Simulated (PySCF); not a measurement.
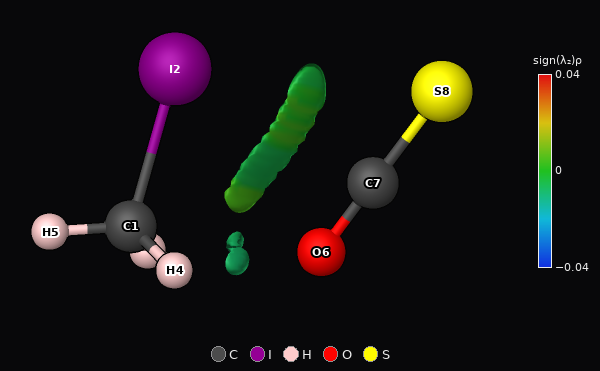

*C$_{2}$H$_{3}$IOS, SMILES `CI.O=C=S`. Non-covalent interaction surfaces between the fragments (reduced density gradient s = 0.4, coloured by sign(λ₂)ρ in a.u.; trimmed to the region between the fragments where ρ is under 0.06 a.u.). Fragment A: H3CI (atoms 1–5); fragment B: CSO.*

Computed with PySCF, PBE/def2-SVPD, geometry: GFN2-xTB. Core potentials replace the inner electrons of I; spin–orbit coupling isn't included. GFN2-xTB bond lengths at metals and heavier atoms can be off by up to 0.1 Å and shapes distorted, which carries into these values.

Input script:

```python
import numpy as np
from pyscf import gto, scf, dft
from pyscf.scf import atom_ks, atom_hf
from scipy.linalg import block_diag
from pyscf.dispersion import dftd3

def solve(mol, dm0=None, hcore=None):
    mf = (dft.UKS if mol.spin else dft.RKS)(mol, xc='pbe')
    mf.grids.level = 3
    mf = mf.density_fit(auxbasis='def2-universal-jkfit')
    mf.conv_tol, mf.max_cycle = 1e-8, 80
    if hcore is not None:
        mf.get_hcore = lambda *args: hcore
    mf.kernel(dm0)
    if not mf.converged:
        mf = mf.newton().run(mf.mo_coeff, mf.mo_occ, max_cycle=30)
    assert mf.converged, 'SCF not converged'
    return mf

mol = gto.M(atom='''
C     -1.54348    -1.70141    -0.10567
I     -1.23849     0.41633     0.01494
H     -1.96467    -1.92572    -1.07736
H     -0.58372    -2.18611     0.01922
H     -2.22630    -1.98869     0.68366
O      1.83596    -1.64061     0.10332
C      2.40169    -0.63405     0.03748
S      3.16112     0.69829    -0.05217
''', basis='def2-svpd', ecp={'I': 'def2-svpd'}, charge=0, spin=0, verbose=4)
mol_a = gto.M(atom='''
C     -1.54348    -1.70141    -0.10567
I     -1.23849     0.41633     0.01494
H     -1.96467    -1.92572    -1.07736
H     -0.58372    -2.18611     0.01922
H     -2.22630    -1.98869     0.68366
ghost-O      1.83596    -1.64061     0.10332
ghost-C      2.40169    -0.63405     0.03748
ghost-S      3.16112     0.69829    -0.05217
''', basis='def2-svpd', ecp={'I': 'def2-svpd'}, charge=0, spin=0, verbose=4)
mol_b = gto.M(atom='''
ghost-C     -1.54348    -1.70141    -0.10567
ghost-I     -1.23849     0.41633     0.01494
ghost-H     -1.96467    -1.92572    -1.07736
ghost-H     -0.58372    -2.18611     0.01922
ghost-H     -2.22630    -1.98869     0.68366
O      1.83596    -1.64061     0.10332
C      2.40169    -0.63405     0.03748
S      3.16112     0.69829    -0.05217
''', basis='def2-svpd', charge=0, spin=0, verbose=4)
ab, a, b = solve(mol), solve(mol_a), solve(mol_b)
e_int = ab.e_tot - a.e_tot - b.e_tot
print('counterpoise-corrected interaction energy / kcal/mol', e_int * 627.5095)
def disp(atoms, charge):
    m = gto.M(atom=atoms, charge=charge, basis='sto-3g', spin=None, unit='Bohr', verbose=0)
    return dftd3.DFTD3Dispersion(m, xc='pbe', version='d3bj').get_dispersion()['energy']
e_disp = disp(mol._atom, mol.charge) - disp(mol._atom[:5], mol_a.charge) - disp(mol._atom[5:], mol_b.charge)
print('D3(BJ) part / kcal/mol', e_disp * 627.5095)
# spherically averaged free atoms, for the promolecule
atom_ks.AtomSphAverageRKS.init_guess_by_vsap = lambda self, mol=None: self.init_guess_by_minao(mol)  # core potentials
atm = atom_ks.get_atm_nrks(mol, xc='pbe')
pro = block_diag(*[(atm[a[0]][2] * atm[a[0]][3]) @ atm[a[0]][2].T for a in mol._atom])
np.savez('result.npz', e_int=e_int, e_disp=e_disp, dm_a=a.make_rdm1(), dm_b=b.make_rdm1(), c=ab.mo_coeff, occ=ab.mo_occ, eps=ab.mo_energy, pro=pro, d=[f.dip_moment(verbose=0) for f in (ab, a, b)])
```

Command:

```sh
OMP_NUM_THREADS=1 python input.py
```

The run took 59 s on 1 thread of Arm Neoverse V2, with other jobs on the host, peak memory 0.53 GiB.

Partitions, critical points and surface values were worked out afterwards from this run's density.

**Which interactions hold the two fragments together?**

Bond critical points between the fragments: H4···O6, weak C–H hydrogen bond, 2.48 Å, ρ = 0.008 a.u.; I2···O6, 3.70 Å, ρ = 0.005 a.u. All are weak and appear green, as weak hydrogen bonds do. Several contacts close a ring, whose ring point adds a part with positive λ₂ between them. The pose is a local one from a semi-empirical search, not shown to be the most stable.

**How strongly are they bound?**

The counterpoise-corrected interaction energy of the frozen fragments is −0.6 kcal/mol without dispersion correction and −2.0 kcal/mol with D3(BJ). The pair geometry is semi-empirical, not a minimum at this level.
